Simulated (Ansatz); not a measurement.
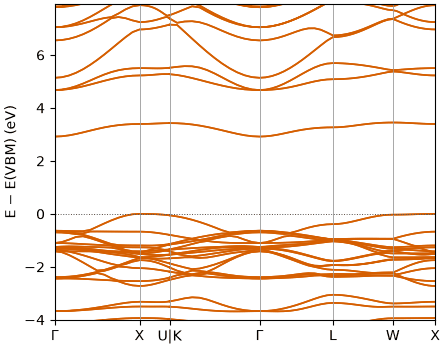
Figure. Band structure from plane-wave PAW r²SCAN with spin–orbit coupling (Ansatz code)

Read off the gap and where the band edges lie.

About 2.9 eV (2.92 eV by a search for the band edges); maximum at X, minimum at Γ.

The material is K2LiBiCl6 in space group Fm-3m (No. 225; K on 8c, Li on 4b, Bi on 4a, Cl on 24e).

The first step of the workflow began from a Materials Project structure, measured or hypothetical; the Crystallography Open Database copy checked does not list it. Its standing as an ambient phase is unchecked. The cell was relaxed with r²SCAN under the symmetry of its start; its stability against distortions is not shown here.

Potentials: the later of the program's two PAW sets.
